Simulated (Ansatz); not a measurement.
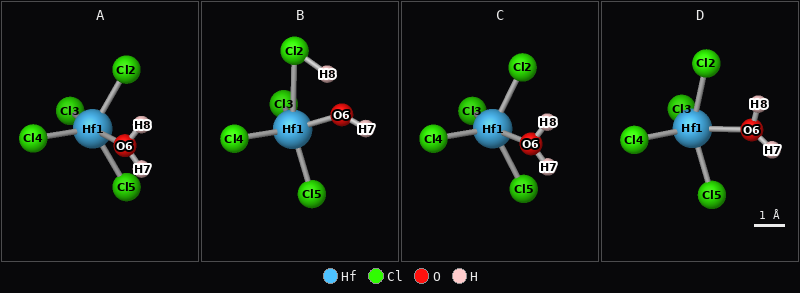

4 geometries from a converged minimum-energy path of HfH2OCl4, shuffled. Style: ball-and-stick. Shown from a free direction.

All numbers below come from RKS PBE-D4/def2-SVP in Ansatz. Run with 9 movable images; climbing image; force threshold 0.03 eV/Å; iteration limit 60; starting path through a guess of the saddle point.

Which frame is the top of the path?

Answer. B. In order along the path, whose images run from 0 to 10: A (image 0, 0.0 kJ/mol), C (image 1, +1.2 kJ/mol), D (image 6, +13.5 kJ/mol), B (image 9, +75.2 kJ/mol). A hydrogen atom shifts from one atom to another. Breaking: O6–H8 (0.98 → 1.50 at the top → 1.70 Å). Forming: Cl2–H8 (2.68 → 1.40 at the top → 1.35 Å).

The run took 110 s on 4 threads of AMD EPYC 9R45 96-Core Processor (Zen 5), on a shared host, peak memory 0.24 GiB.
